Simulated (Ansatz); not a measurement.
# H$_{9}$OPW: what the fields show

Input file:

```
crystal:
  periodic: [false, false, false]
  atoms:
    - { symbol: W, position_ang: [0.367828, 0.151539, -0.434453] }
    - { symbol: O, position_ang: [-0.177975, -0.040982, 2.645329] }
    - { symbol: H, position_ang: [-0.991804, 0.383776, 2.870244] }
    - { symbol: H, position_ang: [1.515995, -0.737038, 0.38559] }
    - { symbol: H, position_ang: [-0.406979, 1.495085, 0.190863] }
    - { symbol: H, position_ang: [-1.256714, -0.042389, -0.067216] }
    - { symbol: H, position_ang: [-0.075561, -1.387913, 0.046908] }
    - { symbol: H, position_ang: [0.64123, 0.232316, -2.13926] }
    - { symbol: P, position_ang: [1.912387, 1.602105, 0.799932] }
    - { symbol: H, position_ang: [3.174943, 1.21986, 0.294119] }
    - { symbol: H, position_ang: [1.786067, 2.826975, 0.106068] }
    - { symbol: H, position_ang: [0.515683, 0.621267, 2.793278] }
basis:
  gaussian: { orbitals: def2-SVP }
hamiltonian:
  xc: hf
relax:
  f_tol: 0.03
  max_steps: 50
output:
  orbitals: {}
```

Command:

```sh
ansatz run input.yaml --threads 2 --pin off --max-ram 3072MiB --backend cpu --events-out ev --progress --plain --runs-dir out
```

The fields are those of the run's last geometry, not of the input's.

Core potentials replace the inner electrons of W.

Method: Ansatz 0.2.0, RHF/def2-SVP.

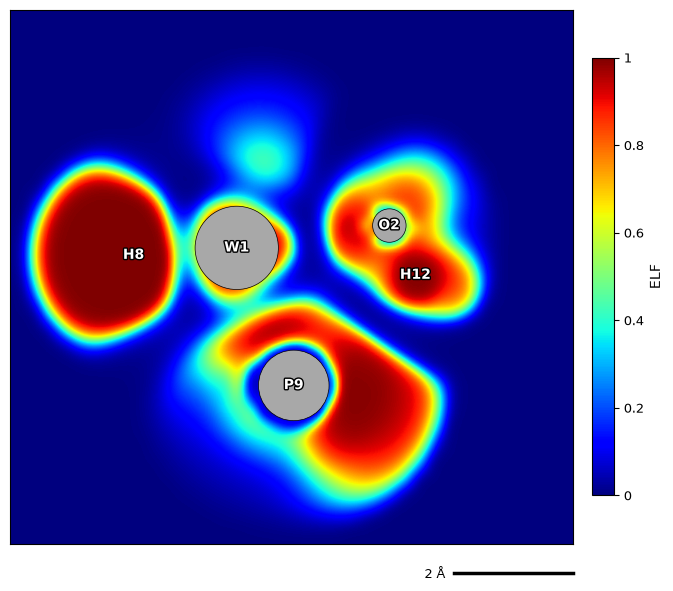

Figure 1. Electron localisation function on the plane of atoms H8, W1 and P9. Grey discs cover the atomic cores.

**What do the fields say about this system?**

Atoms in the plane: W, O, H and P. P–W (2.51 Å): the ELF peaks at about 0.95 between the atoms. W–O (2.60 Å): the ELF peaks at about 0.95 in the valence shell of O, 0.7 Å from its nucleus, and is about 0.05 at the midpoint. O–H (0.95 Å): the ELF climbs to about 1 towards the hydrogen, as it does in any bond to H (an ordinary covalent bond to hydrogen).

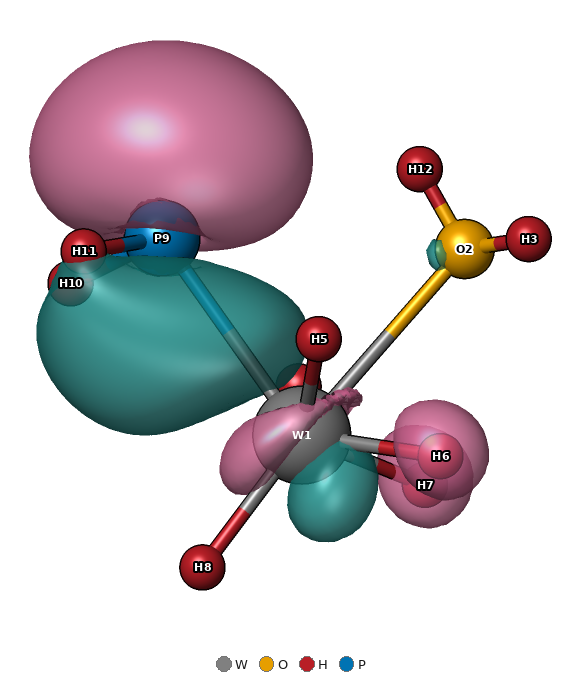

Figure 2. The HOMO at ±0.1 Å⁻³ᐟ² (teal and pink are the two phases), seen across its widest extent.

**What is the character of this orbital?**

Its weight (Hirshfeld) is mainly on P9 (about 70 %) and W1 (about 15 %); largely a lone pair of P9. Its energy is −9.07 eV.

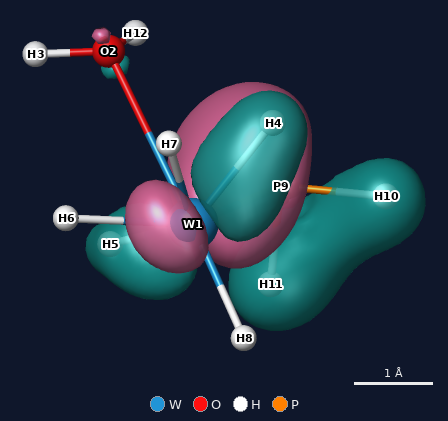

Figure 3. The HOMO−1 at ±0.15 Å⁻³ᐟ² (teal and pink are the two phases), seen at an oblique angle.

**Describe this orbital and give its energy.**

It lies mainly on P9 (about 45 %), W1 (about 30 %), H11 (about 10 %) and H10 (about 5 %). Its energy is −11.34 eV.
